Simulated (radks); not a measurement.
System: a free Tb atom, configuration [Xe] 4f9 6s2. It is put inside a hard spherical wall of varying radius. The calculation used the in-house radial solver radks at this level: scalar-relativistic Kohn-Sham, PBE, spin-unpolarised, spherical densities, finite nucleus. Wanted, and plotted below: the outer orbital energies, on a scale that is linear within ±10 eV and logarithmic beyond.

The levels rise as the wall closes in: 4f goes from −3.03 eV at 20 bohr to 63.4 eV at 2 bohr and passes zero between 6 and 3.5 bohr. On compression 5d drops below 6s between 6 and 3.5 bohr and 4f drops below 6s between 6 and 3.5 bohr; in each crossing pair the level of higher l rises less. The fastest to rise is 7s (by 472.1 eV), the slowest 5s (by 61.4 eV): the wall presses hardest on the most extended orbitals.

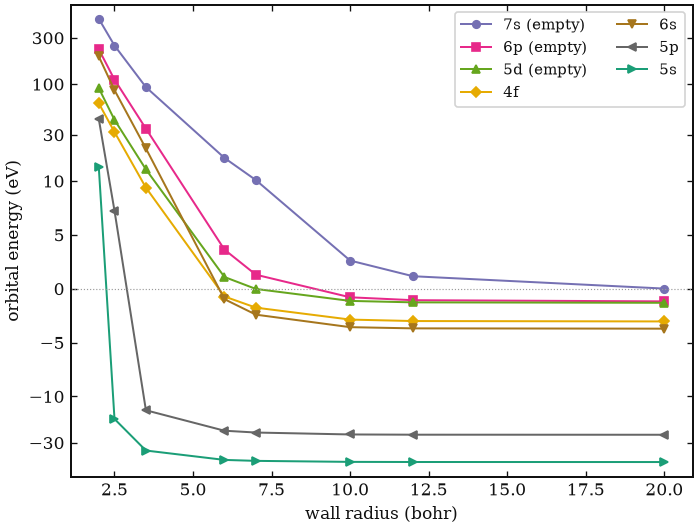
